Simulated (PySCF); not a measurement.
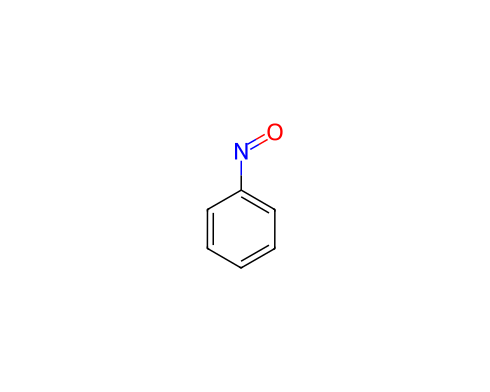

2D structure.

Question: Transcribe the drawing into SMILES.

Answer: O=Nc1ccccc1

Question: Give the formula, hydrogens included.

Answer: C6H5NO.

Question: An optimisation with PBE0-D3(BJ)/def2-SVP gave a structure of which point group?

Answer: Cs. Other conformers may differ.

The parts below concern this one geometry. Atoms keep their numbers from picture to picture. Computed geometry: PBE0-D3(BJ)/def2-SVP optimisation. No frequency run is at hand to confirm it as a minimum.

Dipole moment

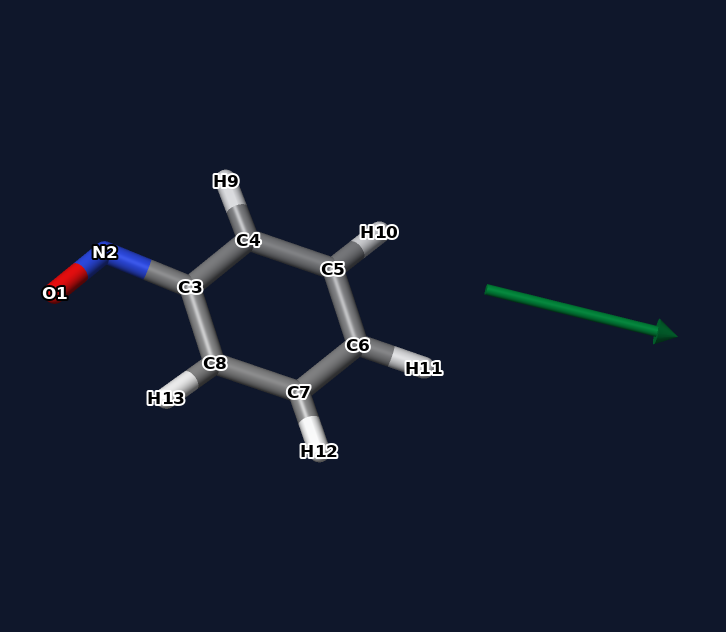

The arrow beside the molecule shows the direction of the dipole moment, from the negative to the positive end (its length means nothing). No frequency run is at hand to confirm it as a minimum. Properties computed with B3LYP/pcJ-1, gas phase (PySCF 2.14.0).

Question: How large is the dipole moment?

Answer: 3.79 D; it points from the side of O1 to the side of H11 (the outermost atoms at the two ends).

NMR shielding

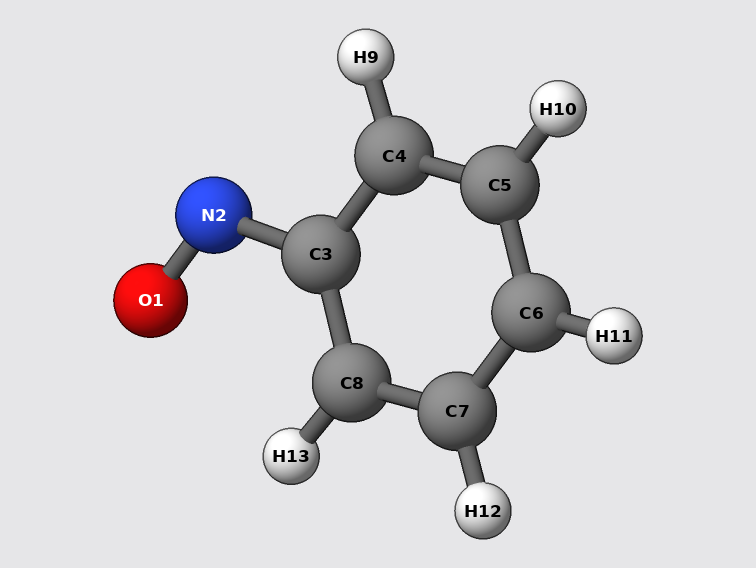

No frequency run is at hand to confirm it as a minimum. Properties computed with GIAO PBE0/pcSseg-1 NMR shielding, non-relativistic, gas phase (PySCF 2.14.0). Principal shieldings σ11 ≤ σ22 ≤ σ33, span Ω = σ33 − σ11, skew κ = 3(σiso − σ22)/Ω.

Give the shielding tensors of the N atoms.

```csv
atom,σ11,σ22,σ33,σiso,Ω,κ
N2,−2515.4,−292.1,117.8,−896.5,2633.2,−0.69
```

Shieldings and span in ppm.

Spin–spin coupling

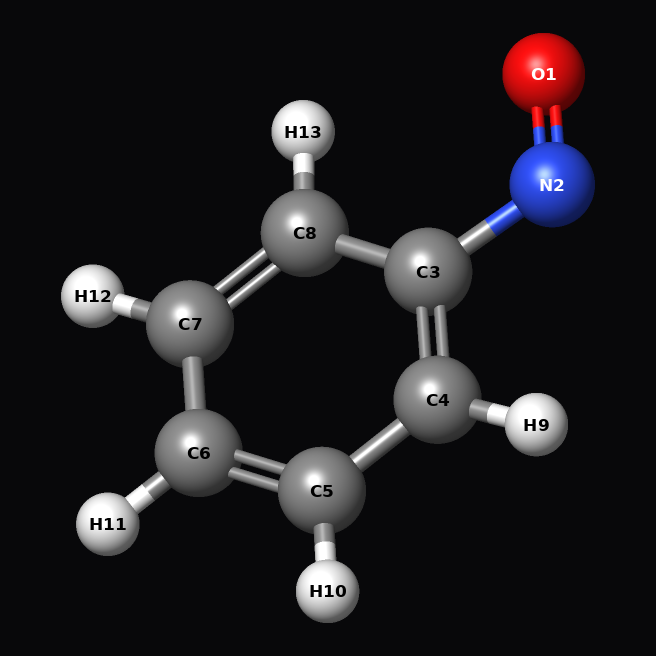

No frequency run is at hand to confirm it as a minimum. Method: B3LYP/pcJ-1 indirect spin-spin coupling, non-relativistic, gas phase (PySCF 2.14.0). Isotopes: 13C, 1H, 15N, 17O.

Give the spin–spin coupling constants of these pairs, with the number of bonds between them: O1/N2, N2/C3, N2/C8, N2/C4, N2/C5, N2/H13, N2/C7, N2/H9.

```tsv
pair	bonds apart	J (Hz)
O1, N2	1	−227.6
N2, C3	1	15.7
N2, C8	2	−9.4
N2, C4	2	−7.4
N2, C5	3	−2.2
N2, H13	3	−2.2
N2, C7	3	−0.8
N2, H9	3	−2.1
```
